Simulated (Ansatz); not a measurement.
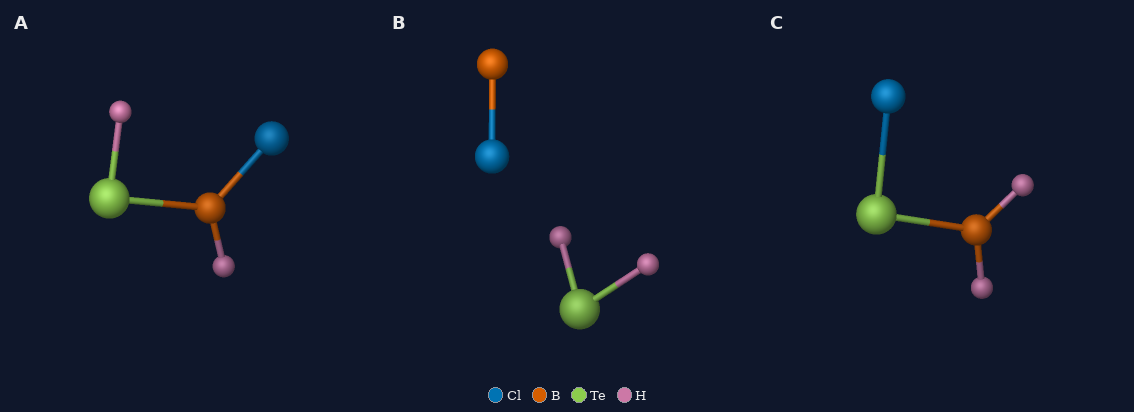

3 stationary structures of one formula. Geometries: PBE-D4/def2-SVP. Electronic energies: PBE-D4/def2-SVP (Ansatz 0.2.0), without zero-point energy. No frequency run is at hand to confirm each as a minimum.

**Rank them by energy, lowest first.**

A is lowest (Cs); C lies 22.3 kcal/mol above it (Cs), B lies 83.6 kcal/mol above it.
